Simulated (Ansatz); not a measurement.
The figure comes from a scan of Bi (A7 type, space group R-3m): one Bi atom of a 2-atom cell moves by u along (0.71, 0.71, 0.00) and v along (0.00, 0.00, 1.00). Method: PBE-D3(BJ) (plane waves to 420 eV, PAW, scalar-relativistic; Ansatz, a first-principles code). k mesh 10×10×10 (Γ-centred), Fermi-Dirac smearing 0.05 eV. Energies are smeared free energies. Points where atoms come too close for the PAW data are left out (x in tables, blank in figures). With partly filled bands, energies and forces of such displacements shift with the k mesh and the smearing. Bi was relaxed with its symmetry unable to fall. Spin-orbit coupling is left out, though Bi is heavy. ΔE is measured from the undisplaced structure. Axes are in Å.

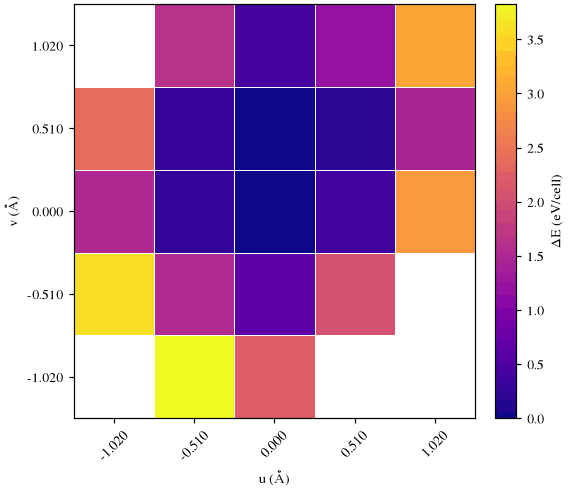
Fig. 1. ΔE (eV/cell), one tile a computed point.

Q: List the plotted points as numbers.

A: To the nearest 0.5:

ΔE (eV/cell), with u across and v down:

```csv
v \ u,-1.020,-0.510,0.000,0.510,1.020
-1.020,x,4.0,2.0,x,x
-0.510,3.5,1.5,0.5,2.0,x
0.000,1.5,0.5,0.0,0.5,3.0
0.510,2.5,0.5,0.0,0.0,1.5
1.020,x,1.5,0.5,1.0,3.0
```

(For displaced atoms, the force is minus the slope of the energy, and its curvature is a force constant, which sets phonon frequencies.)
